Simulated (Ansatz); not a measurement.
## Electronic structure of ClHS₂Si in real space

Input

```
crystal:
  periodic: [false, false, false]
  atoms:
    - { symbol: Cl, position_ang: [1.36366, -0.16929, 1.67573] }
    - { symbol: Si, position_ang: [0.04842, 0.28512, 0.25597] }
    - { symbol: S, position_ang: [-1.21296, -1.24821, -0.51551] }
    - { symbol: S, position_ang: [0.36826, -0.45436, -1.71547] }
    - { symbol: H, position_ang: [-2.47209, -1.55301, -0.04003] }
basis:
  gaussian: { orbitals: def2-SVP }
hamiltonian:
  xc: b3lyp
  dispersion: d4
relax:
  f_tol: 0.02
  max_steps: 50
output:
  orbitals: {}
```

Command:

```sh
ansatz run input.yaml --threads 1 --pin off --max-ram 2048MiB --backend cpu --events-out ev --progress --plain --runs-dir out
```

The fields are those of the relaxed geometry.

The calculation used RKS B3LYP-D4/def2-SVP (Ansatz).

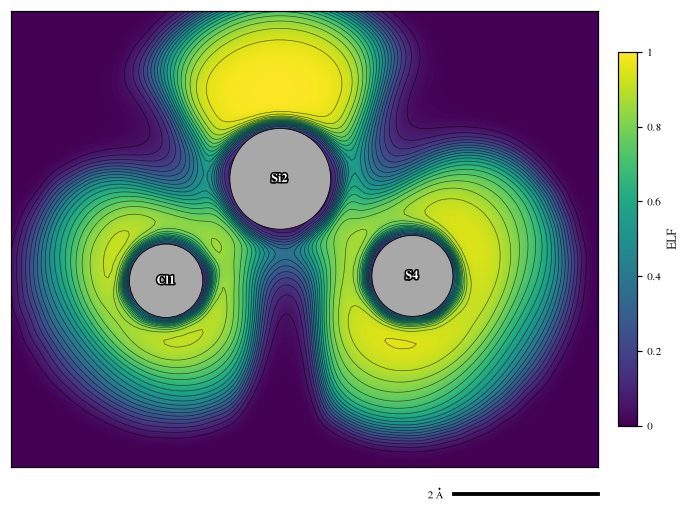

Figure 1. Electron localisation function on the plane of atoms Cl1, Si2 and S4. Grey discs cover the atomic cores.

Interpret the plot.

The section cuts through Cl, Si and S sites.
Si–Cl (2.13 Å): the ELF peaks at about 0.85 between the atoms (a shared but strongly polarised pair).
Si–S (2.28 Å): the ELF peaks at about 0.85 between the atoms; a shared electron pair.
The ELF also peaks beside S4, Cl1 and Si2, away from the bonds: lone-pair regions.

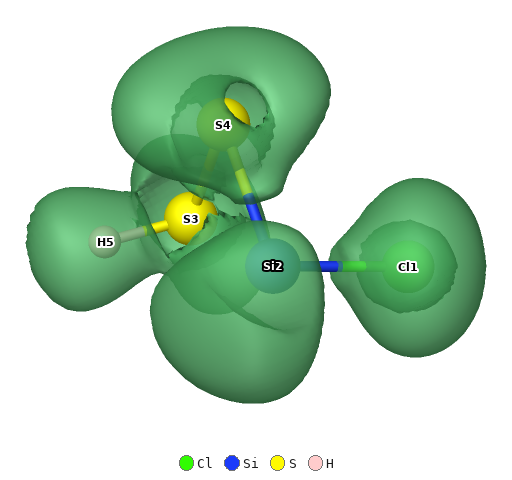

Figure 2. Isosurface of the ELF at 0.75 (green), seen at a tilt. Core shells and regions of very low density are left out.

Describe the localisation domains.

The ELF exceeds this value in one region on Cl in which the atom's valence shell and bonds are merged, one region on S in which the atom's valence shell and bonds are merged, one lobe on Si, pointing away from the bonds (lone pairs) and one joined region spread over several atoms (H, S), in which their bonds and any lone pairs are merged.


S–S (2.12 Å): the ELF peaks at about 0.85 between the atoms; localised, covalent bonding.

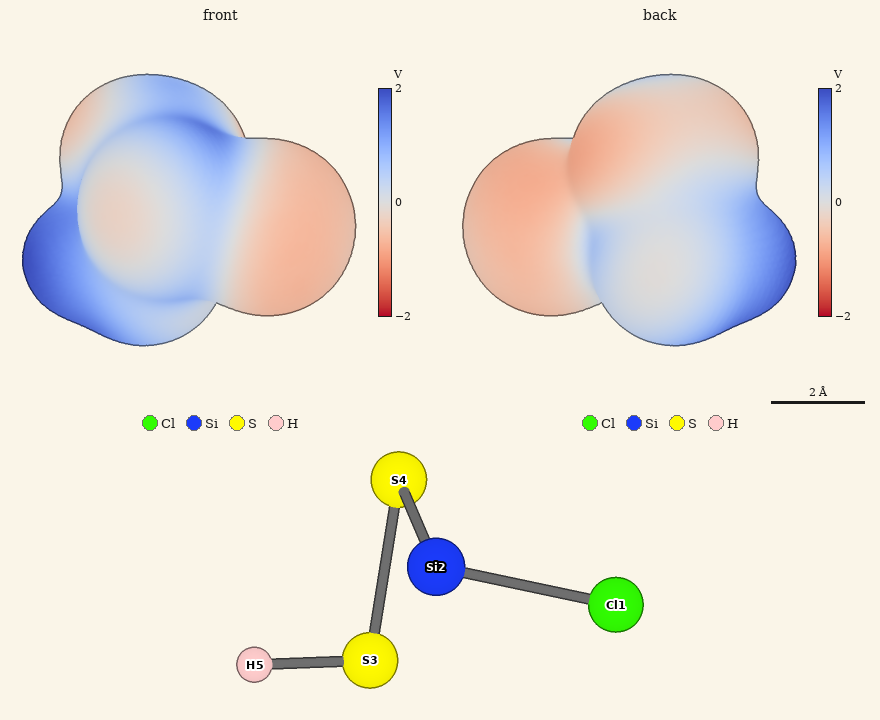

Figure 3. The molecular electrostatic potential painted on the density surface at 0.002 e/bohr³, seen from the front and from behind; the colour scale runs from red (negative) to blue (positive). The bare structure is drawn below in the same view.

Which sites attract a positive test charge, and which a negative one?

A positive charge is drawn to the negative regions and a negative charge to the positive ones. The most negative region (about −0.8 V) lies over Cl1 and S4, the most positive (about +1.9 V) over H5.

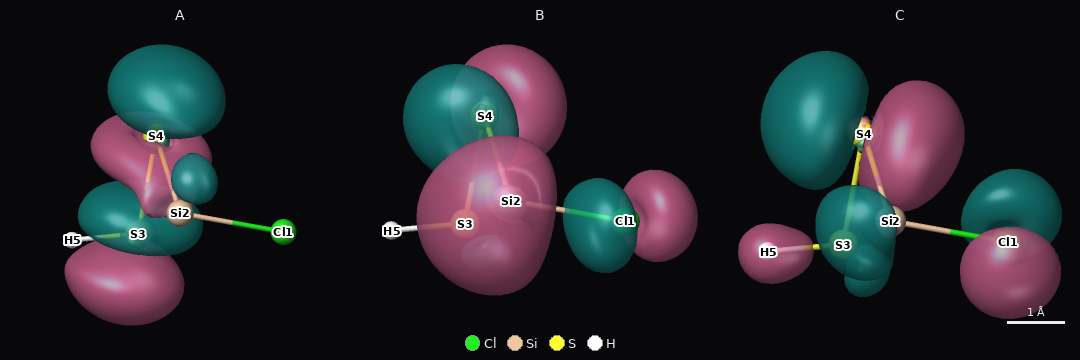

Figure 4. Three frontier orbitals at ±0.1 Å⁻³ᐟ² (teal and pink are the two phases), in no order.

Which picture is the HOMO−1, the HOMO and the LUMO?

C is the HOMO−1 (−7.34 eV). Its weight (Hirshfeld) is mainly on S4 (about 60 %), Cl1 (about 20 %) and Si2 (about 10 %). B is the HOMO (−6.72 eV). By Hirshfeld shares it lies mainly on Si2 (about 45 %), S4 (about 35 %) and Cl1 (about 15 %). A is the LUMO (−1.91 eV). Its weight (Hirshfeld) is mainly on S4 (about 45 %), S3 (about 40 %) and Si2 (about 10 %).

What is the HOMO–LUMO gap?

4.81 eV between the orbital energies.
